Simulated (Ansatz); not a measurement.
# Zr: response to strain

The parent structure is Zr in the hcp (Mg type) structure (space group P6_3/mmc, No. 194; a = 3.244 Å, c = 5.158 Å; relaxed with 0.1 eV smearing). Axes: x lies along a and z along c of the hexagonal cell.

Strains are applied to the cell and any free atomic positions relax; under biaxial strain the out-of-plane vector relaxes too.

Method: r2SCAN in Ansatz (plane waves to 500 eV, PAW, no spin-orbit coupling), earlier PAW set.

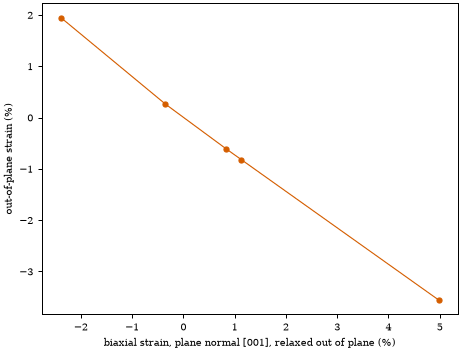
Fig. 1. Out-of-plane strain against biaxial strain, plane normal [001], relaxed out of plane

Question: From the plot, what is the out-of-plane strain for biaxial strain −0.35 %, plane normal [001], relaxed out of plane?

Answer: About 0.3 %.

Question: Is the trend monotonic over the range shown?

Answer: Yes, it falls throughout, spanning -3.56 % to +1.95 %.

No phonon test of stability was made. All final runs are without spin polarisation.

Ansatz is a first-principles code.
